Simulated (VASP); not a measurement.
Band structure of Tl (hcp). All values below come from optB86b-vdW, VASP's PBE PAW potentials (set 64) (plane waves; VASP 6.6.1).

Unless said otherwise, spin-orbit coupling is left out, though it shifts the bands of the heavy elements here.

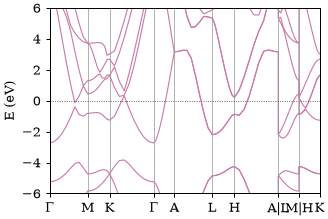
Figure: Bands along high-symmetry lines, zero at the valence-band maximum or, without a gap, the Fermi level

Q: Read the plot: is there a gap, and where are the band edges?

A: It has no gap at this level: it comes out as a metal or semimetal. (Edges off the drawn lines would not show.)

The compound is Tl in the hcp structure. It was relaxed first.
